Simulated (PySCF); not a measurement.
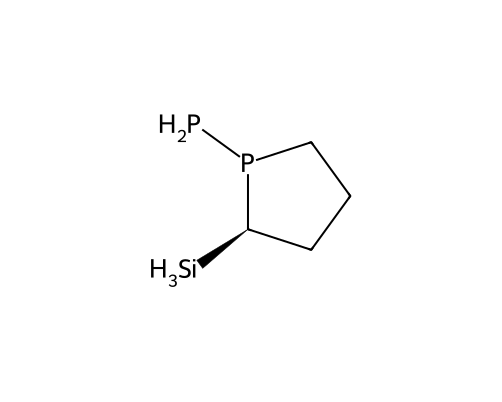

The drawing above gives the connectivity. The geometry was computed by an optimisation with GFN2-xTB. No frequency run is at hand to confirm it as a minimum.

What does the molecule look like in three dimensions?

The molecule is C4H12P2Si. Its SMILES string is `[SiH3][C@@H]1CCCP1P`. Independent rings (smallest set): 1 of 5 members. Among its groups: Si–H bond. The point group is C1. Coordination: 1 Si tetrahedral; 4 C tetrahedral; 2 P trigonal pyramidal.

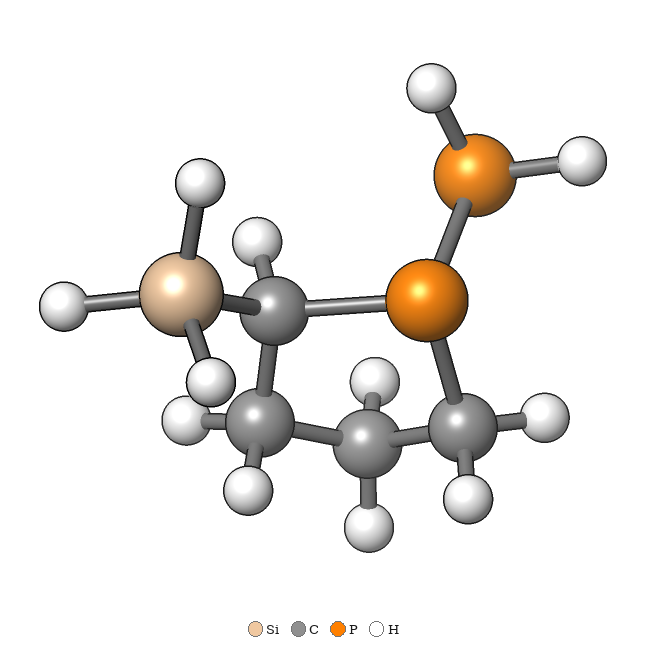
